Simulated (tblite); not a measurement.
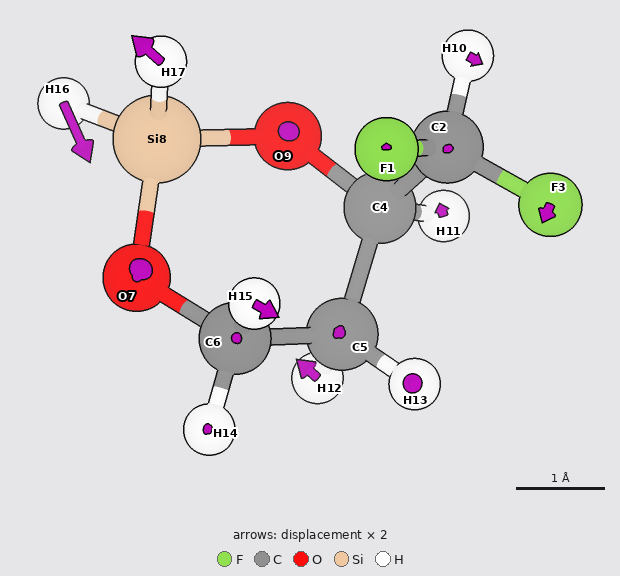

A relaxation of C4H8F2O2Si. The starting structure is drawn; purple arrows show the displacements, magnified 2 times. The two geometries are superimposed by the best rigid fit.

The picture is a ball-and-stick view, seen face on.

The calculation used GFN2-xTB geometry optimisation, gas phase in tblite 0.8.0. 

Atoms of which element are displaced furthest, and by how much?

Hydrogen: up to 0.41 Å, against 0.24 Å for oxygen.

What did the optimiser do to the structure, and how much energy did it gain?

H16 moves most after the best rigid fit: 0.41 Å. By element the largest moves are H 0.41 Å, O 0.24 Å, F 0.13 Å, C 0.08 Å, Si 0.04 Å. Near-neighbour distances that change, for instance: O7–Si8 1.663 → 1.625 Å, C4–O9 1.423 → 1.391 Å, Si8–O9 1.672 → 1.645 Å, Si8–H16 1.473 → 1.449 Å. Among the angles between lasting bonds that change: H16–Si8–H17 111.6° → 117.8°, O9–Si8–H16 110.4° → 105.2°, C6–O7–Si8 117.4° → 122.2°. Groups turn about O7–Si8 by about 20°, Si8–O9 by about 20°. The energy falls by 0.186 eV in 73 geometry steps.
